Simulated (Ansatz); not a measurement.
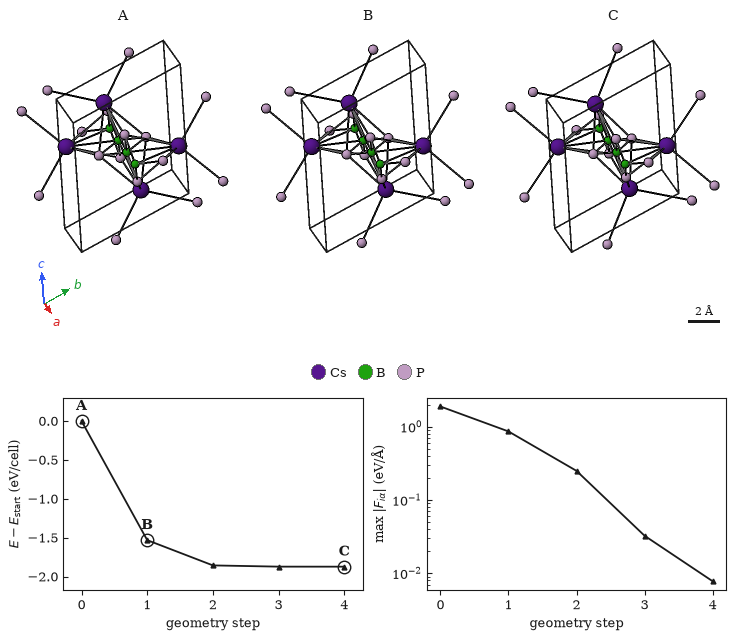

Frames of a relaxation of crystalline Cs2BP2 (a generated structure, set up in Ibam), marked on the history of the run. Style: ball-and-stick. Shown: the cell of the calculation, slightly off an axis.

The start is a swapped structure.

The calculation used Ansatz, DFT, PAW plane waves, PBE.

Input
```yaml
crystal:
  lattice:
    - [0.0, 0.0, 6.102177]
    - [6.956541, -3.674503, 3.051089]
    - [6.956541, 3.674503, -3.051089]
  atoms:
    - { symbol: Cs, position: [0.3364, 0.0147, 0.6875] }
    - { symbol: Cs, position: [0.6636, 0.9853, 0.3125] }
    - { symbol: Cs, position: [0.1636, 0.6875, 0.0147] }
    - { symbol: Cs, position: [0.8364, 0.3125, 0.9853] }
    - { symbol: B, position: [0.25, 0.5, 0.5] }
    - { symbol: B, position: [0.75, 0.5, 0.5] }
    - { symbol: P, position: [0.348, 0.7393, 0.4353] }
    - { symbol: P, position: [0.652, 0.2607, 0.5647] }
    - { symbol: P, position: [0.152, 0.4353, 0.7393] }
    - { symbol: P, position: [0.848, 0.5647, 0.2607] }
  symmetry: { tolerance: 0.0003 }
kpoints:
  mp_grid: { grid: [4, 4, 4], shift: [0, 0, 0] }
magnetization:
  spin_polarized: false
scf:
  occupations: { method: gaussian, width: 0.0232 }
  lower_state_search: "off"
hamiltonian:
  pseudopotentials: { kind: paw }
  xc: pbe
basis:
  ecutwfc: 420
  fft_grid_basis: typed
relax:
  max_steps: 40
output:
  forces: true
  stress: true
  eigenvalues: true
  bader: true
  populations: true
  elf: true
  write_potential: true
  volumetric_format: npy
  dos:
    e_range: [-12, 8]
    de: 0.05
    projected: { site_lists: { B: [B], Cs: [Cs], P: [P] } }
checkpoint:
  read: saved_state
```

Launched with:
```bash
ansatz run input.yaml --threads 2 --pin off --max-ram 3584MiB --backend cpu --events-out ev --progress --plain --runs-dir out
```

Question: What happens along the run?

Answer: The largest moves, 0.31 Å, are those of P7, P8, P9 and P10. P7 goes along [2 −3 1]. By element the largest moves are P 0.31 Å, Cs 0.14 Å. B stays in place. The lattice vectors keep their values. Near-neighbour distances that change, for instance: P7–P8 3.300 → 2.687 Å, Cs1–P10 3.856 → 4.231 Å, Cs1–P7 3.671 → 3.961 Å, Cs1–P10 (another image) 3.690 → 3.404 Å. The space group stays Ibam (No. 72). The energy falls by 1.872 eV per cell of the calculation in 4 geometry steps. The largest force component goes from 1.9 to 0.0078 eV/Å. Cost: 86 s on 2 threads of Arm Neoverse V2, with other jobs on the host, peak memory 0.73 GiB. From step 0 to 1: P atoms move most (0.19 Å), energy −1.531 eV per cell of the calculation. From step 1 to 4: P atoms move most (0.11 Å), energy −0.341 eV per cell of the calculation.

```tsv
step	E − E(0), meV/atom	largest force component, eV/Å
0	0.00	1.8883
1	-153.08	0.8625
2	-185.57	0.2497
3	-187.15	0.0325
4	-187.20	0.0078
```
